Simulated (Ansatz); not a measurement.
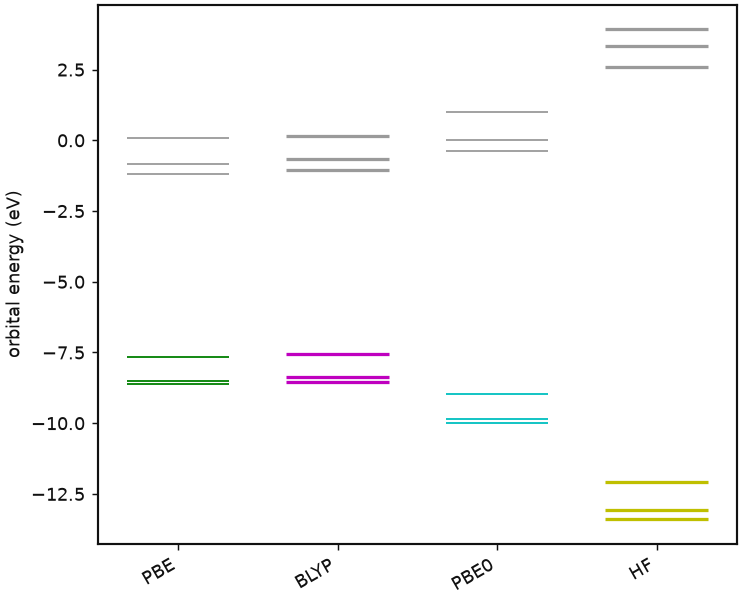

Frontier orbital energies of CH₅F₃Si₂, SMILES C[SiH2][Si](F)(F)F at one geometry, def2-TZVPP, the Ansatz code 0.2.0, at a PBE0-D4/def2-TZVP geometry (a minimum by its frequencies). Empty levels are grey, levels within 0.1 eV stand side by side; all columns show the same few orbitals around the gap.

Compare the HOMO-LUMO separations.

The separation grows from 6.47 eV (PBE) to 14.66 eV (HF).

```tsv
level	HOMO (eV)	LUMO (eV)	separation (eV)
PBE	−7.65	−1.18	6.47
BLYP	−7.56	−1.04	6.52
PBE0	−8.96	−0.36	8.60
HF	−12.07	2.59	14.66
```

Caveats, for all or some of the runs: empty levels above zero depend strongly on the basis.
